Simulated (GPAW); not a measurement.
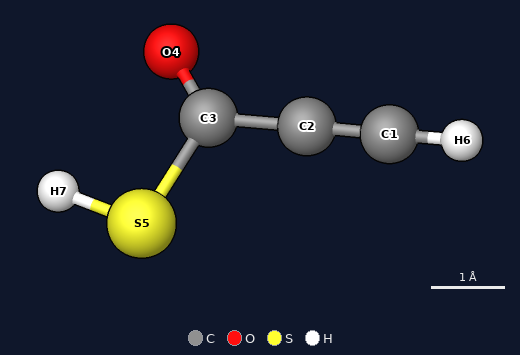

**Figure 1.** The input geometry (ball-and-stick view, seen at a tilt; atoms are numbered from 1 in the order of the input).

Property calculation, with input and output: C₃H₂OS (part 1 of 2)

C₃H₂OS, multiplicity 2, computed with PBE/dzp, UKS, scalar-relativistic datasets (GPAW 26.7.0).

Some settings of this run were made unusual or wrong on purpose. The geometry comes from this level: GFN2-xTB.

What the program printed:
```
__  _  _
 | _ |_)|_||  |
 |__||  | ||/\| - 26.7.0

units:  Angstrom and eV
cores:  1
OpenMP: False

Versions:
  Python: 3.12.14
  ASE:    3.29.0
  Numpy:  2.5.5
  Scipy:  1.18.1
  Libxc:  7.0.0

        _gpaw.cpython-312-aarch64-linux-gnu.so

Input parameters:
  mode=LCAO(),
  basis={'default': 'dzp'},
  h=0.2,
  maxiter=66,
  occupations=Occupations(name='fermi-dirac', width=0.0, fixmagmom=True),
  xc=XC(name='PBE')
        .---------------------------.
       /|                           |
      / |                           |
     /  |                           |
    /   |                           |
   /    |                           |
  /     |                           |
 *      |                           |
 |      |                           |
 |      |                           |
 |      |       H                   |
 |      |        C                  |
 |      |         C                 |
 |      |                           |
 |      |       S  C O              |
 |      |         H                 |
 |      |                           |
 |      |                           |
 |      .---------------------------.
 |     /                           /
 |    /                           /
 |   /                           /
 |  /                           /
 | /                           /
 |/                           /
 *---------------------------*

Atoms  # Å, Bohr magnetons
|   | symbol |        x |        y |        z |    initial magnetic moments |
|---|--------|----------|----------|----------|-----------------------------|
| 0 |      C | 5.263840 | 4.696840 | 8.987860 | ( 0.0000,  0.0000,  0.1429) |
| 1 |      C | 5.540660 | 4.916280 | 7.840080 | ( 0.0000,  0.0000,  0.1429) |
| 2 |      C | 5.858130 | 5.193300 | 6.479360 | ( 0.0000,  0.0000,  0.1429) |
| 3 |      O | 6.869400 | 4.925780 | 5.896550 | ( 0.0000,  0.0000,  0.1429) |
| 4 |      S | 4.500000 | 6.044540 | 5.675970 | ( 0.0000,  0.0000,  0.1429) |
| 5 |      H | 5.030520 | 4.500000 | 9.993070 | ( 0.0000,  0.0000,  0.1429) |
| 6 |      H | 5.121250 | 6.141540 | 4.500000 | ( 0.0000,  0.0000,  0.1429) |

Unit cell  # Å
| periodic |         x |         y |         z |   lengths |    angles |
|----------|-----------|-----------|-----------|-----------|-----------|
|       no | 11.369400 |  0.000000 |  0.000000 | 11.369400 | 90.000000 |
|       no |  0.000000 | 10.641540 |  0.000000 | 10.641540 | 90.000000 |
|       no |  0.000000 |  0.000000 | 14.493070 | 14.493070 | 90.000000 |

Number of symmetries: 1
Symmetry operations  # r_c * U_cc + t_c -> r_c
|   | kind |            matrix            |
|---|------|------------------------------|
| 0 |  E   |  1, 0, 0,  0, 1, 0,  0, 0, 1 |

BZ-sampling:
  Number of BZ points: 1
  Number of IBZ points: 1

  Monkhorst-Pack size: [1, 1, 1]
  Monkhorst-Pack shift: [0, 0, 0]

K-points  # in reciprocal-cell coordinates
|   |                                coordinates |     weight |
|---|--------------------------------------------|------------|
| 0 | (  0.00000000,   0.00000000,   0.00000000) | 1.00000000 |

basis functions: 75
Spin-components: 2 (collinear spins)
Bands:           21
Projectors:      31
Spin-degeneracy: 1
Datatype:        <class 'float'>

  Storage: CPU
  Wave functions: 25_200 bytes (25_200 per core)

Parallelization:
  kpt:    1
  domain: 1
  band:   1

Density:
  Valence electrons: 26.0
  Components: 2
  Grid points: [56 52 72]
  Charge: 0.0  # |e|

Potential:
  Grid points: [56 52 72]

species:
  C:
    name:    Carbon
    Z:       6.0
    valence: 4
    core:    2
    charge:  0.0  # [|e|]
    file:    C.PBE.gz
    compensation charges:
      type: gauss
      rc: 0.20  # [Å]
      lmax: 2
    cutoffs:
      filter: 1.14  # [Å]
      core: 1.14  # [Å]
    projectors
    | kind |    occ | energy [eV] | rcut [Å] |
    |------|--------|-------------|----------|
    |   2s |  2.000 |     -13.751 |    0.635 |
    |   2p |  2.000 |      -5.284 |    0.635 |
    |    s |        |      13.461 |    0.635 |
    |    p |        |      21.927 |    0.635 |
    |    d |        |       0.000 |    0.635 |

    LCAO basis set for C:
      Name: dzp
      File: C.dzp.basis.gz
      Number of radial functions: 5
      Number of spherical harmonics: 13
        l=0, rc=5.5469 Bohr: 2s-sz confined orbital
        l=1, rc=6.6719 Bohr: 2p-sz confined orbital
        l=0, rc=3.0312 Bohr: 2s-dz split-valence wave
        l=1, rc=3.7500 Bohr: 2p-dz split-valence wave
        l=2, rc=6.6719 Bohr: d-type Gaussian polarization
      Number of RI-basis functions 0

  O:
    name:    Oxygen
    Z:       8.0
    valence: 6
    core:    2
    charge:  0.0  # [|e|]
    file:    O.PBE.gz
    compensation charges:
      type: gauss
      rc: 0.21  # [Å]
      lmax: 2
    cutoffs:
      filter: 1.17  # [Å]
      core: 0.83  # [Å]
    projectors
    | kind |    occ | energy [eV] | rcut [Å] |
    |------|--------|-------------|----------|
    |   2s |  2.000 |     -23.961 |    0.688 |
    |   2p |  4.000 |      -9.029 |    0.598 |
    |    s |        |       3.251 |    0.688 |
    |    p |        |      18.182 |    0.598 |
    |    d |        |       0.000 |    0.619 |

    LCAO basis set for O:
      Name: dzp
      File: O.dzp.basis.gz
      Number of radial functions: 5
      Number of spherical harmonics: 13
        l=0, rc=4.3438 Bohr: 2s-sz confined orbital
        l=1, rc=5.3906 Bohr: 2p-sz confined orbital
        l=0, rc=2.2969 Bohr: 2s-dz split-valence wave
        l=1, rc=2.8906 Bohr: 2p-dz split-valence wave
        l=2, rc=5.3906 Bohr: d-type Gaussian polarization
      Number of RI-basis functions 0

  S:
    name:    Sulfur
    Z:       16.0
    valence: 6
    core:    10
    charge:  0.0  # [|e|]
    file:    S.PBE.gz
    compensation charges:
      type: gauss
      rc: 0.24  # [Å]
      lmax: 2
    cutoffs:
      filter: 1.77  # [Å]
      core: 1.66  # [Å]
    projectors
    | kind |    occ | energy [eV] | rcut [Å] |
    |------|--------|-------------|----------|
    |   3s |  2.000 |     -17.254 |    0.974 |
    |   3p |  4.000 |      -7.008 |    0.979 |
    |    s |        |       9.957 |    0.974 |
    |    p |        |      20.203 |    0.979 |
    |    d |        |       0.000 |    0.900 |

    LCAO basis set for S:
      Name: dzp
      File: S.dzp.basis.gz
      Number of radial functions: 5
      Number of spherical harmonics: 13
        l=0, rc=5.5156 Bohr: 3s-sz confined orbital
        l=1, rc=6.9375 Bohr: 3p-sz confined orbital
        l=0, rc=3.0469 Bohr: 3s-dz split-valence wave
        l=1, rc=3.9375 Bohr: 3p-dz split-valence wave
        l=2, rc=6.9375 Bohr: d-type Gaussian polarization
      Number of RI-basis functions 0

  H:
    name:    Hydrogen
    Z:       1.0
    valence: 1
    core:    0
    charge:  0.0  # [|e|]
    file:    H.PBE.gz
    compensation charges:
      type: gauss
      rc: 0.15  # [Å]
      lmax: 2
    cutoffs:
      filter: 0.85  # [Å]
      core: 0.53  # [Å]
    projectors
    | kind |    occ | energy [eV] | rcut [Å] |
    |------|--------|-------------|----------|
    |   1s |  1.000 |      -6.494 |    0.476 |
    |    s |        |      20.717 |    0.476 |
    |    p |        |       0.000 |    0.476 |

    LCAO basis set for H:
      Name: dzp
      File: H.dzp.basis.gz
      Number of radial functions: 3
      Number of spherical harmonics: 5
        l=0, rc=6.4219 Bohr: 1s-sz confined orbital
        l=0, rc=3.6094 Bohr: 1s-dz split-valence wave
        l=1, rc=6.4219 Bohr: p-type Gaussian polarization
      Number of RI-basis functions 0

Reference energy: -16006.336870  # eV

eigensolver:
  <gpaw.new.lcao.eigensolver.LCAOEigensolver object at 0xe444f30b31a0>
density mixing:
  MSR1-Mixer
  Pratt-step length: 0.05
  Maximum mixing coefficient: 0.75
  Old densities: 10
  SVD Regularization: 0.005
  Good broyden scale: 1.0
  Trust region scale: 1.0
  Backstep threshold: 4.0
  History deletion threshold: 6.0
  Fourier metric: weight=20.0, sigma=0.015

occupation numbers:
  Fixed magnetic moment: 1.000
  # Zero width

FastPoissonSolver using
    Stencil: 6*3+1=19 point O(h^6) finite-difference Laplacian
    FFT axes: []
    FST axes: [np.int64(1), np.int64(0), np.int64(2)]

xc functional:
  name: PBE with 2 nearest neighbor stencil
interpolation: tri-quintic # 5. degree polynomial

        .---------------------------.
       /|                           |
      / |                           |
     /  |                           |
    /   |                           |
   /    |                           |
  /     |                           |
 *      |                           |
 |      |                           |
 |      |                           |
 |      |       H                   |
 |      |        C                  |
 |      |         C                 |
 |      |                           |
 |      |       S  C O              |
 |      |         H                 |
 |      |                           |
 |      |                           |
 |      .---------------------------.
 |     /                           /
 |    /                           /
 |   /                           /
 |  /                           /
 | /                           /
 |/                           /
 *---------------------------*

Atoms  # Å, Bohr magnetons
|   | symbol |        x |        y |        z |    initial magnetic moments |
|---|--------|----------|----------|----------|-----------------------------|
| 0 |      C | 5.263840 | 4.696840 | 8.987860 | ( 0.0000,  0.0000,  0.1429) |
| 1 |      C | 5.540660 | 4.916280 | 7.840080 | ( 0.0000,  0.0000,  0.1429) |
| 2 |      C | 5.858130 | 5.193300 | 6.479360 | ( 0.0000,  0.0000,  0.1429) |
| 3 |      O | 6.869400 | 4.925780 | 5.896550 | ( 0.0000,  0.0000,  0.1429) |
| 4 |      S | 4.500000 | 6.044540 | 5.675970 | ( 0.0000,  0.0000,  0.1429) |
| 5 |      H | 5.030520 | 4.500000 | 9.993070 | ( 0.0000,  0.0000,  0.1429) |
| 6 |      H | 5.121250 | 6.141540 | 4.500000 | ( 0.0000,  0.0000,  0.1429) |

Unit cell  # Å
| periodic |         x |         y |         z |   lengths |    angles |
|----------|-----------|-----------|-----------|-----------|-----------|
|       no | 11.369400 |  0.000000 |  0.000000 | 11.369400 | 90.000000 |
|       no |  0.000000 | 10.641540 |  0.000000 | 10.641540 | 90.000000 |
|       no |  0.000000 |  0.000000 | 14.493070 | 14.493070 | 90.000000 |

Number of symmetries: 1
Symmetry operations  # r_c * U_cc + t_c -> r_c
|   | kind |            matrix            |
|---|------|------------------------------|
| 0 |  E   |  1, 0, 0,  0, 1, 0,  0, 0, 1 |

BZ-sampling:
  Number of BZ points: 1
  Number of IBZ points: 1

  Monkhorst-Pack size: [1, 1, 1]
  Monkhorst-Pack shift: [0, 0, 0]

K-points  # in reciprocal-cell coordinates
|   |                                coordinates |     weight |
|---|--------------------------------------------|------------|
| 0 | (  0.00000000,   0.00000000,   0.00000000) | 1.00000000 |

basis functions: 75
Spin-components: 2 (collinear spins)
Bands:           21
Projectors:      31
Spin-degeneracy: 1
Datatype:        <class 'float'>

  Storage: CPU
  Wave functions: 25_200 bytes (25_200 per core)

Parallelization:
  kpt:    1
  domain: 1
  band:   1

Density:
  Valence electrons: 26.0
  Components: 2
  Grid points: [56 52 72]
  Charge: 0.0  # |e|

Potential:
  Grid points: [56 52 72]
```
